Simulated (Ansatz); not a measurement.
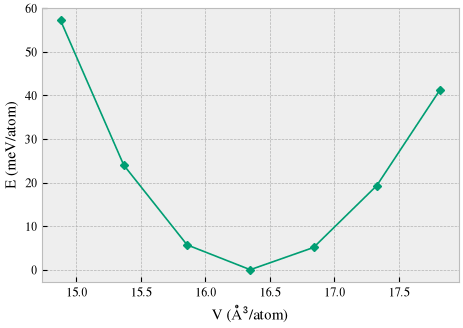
TiGe in space group P-6m2 (No. 187; Ti on 1a, Ge on 1f) under volume change, DFT-PBE in the program Ansatz with PAW potentials, shape and atoms relaxed at each volume.

Problem. What does a third-order Birch–Murnaghan fit give for V₀, B₀ and B′?

Solution. V₀ = 16.35 Å³/atom, B₀ = 117 GPa, B′ = 4.4.

A made-up cell: these elements were put on the sites of a structure type; neither database checked (COD, Materials Project) lists it. Whether it is the stable phase at ambient conditions was not checked. Symmetry was held in the PBE relaxation; its stability against distortions is not shown here. No spin polarisation was allowed.

Potentials: the later of the program's two PAW sets.
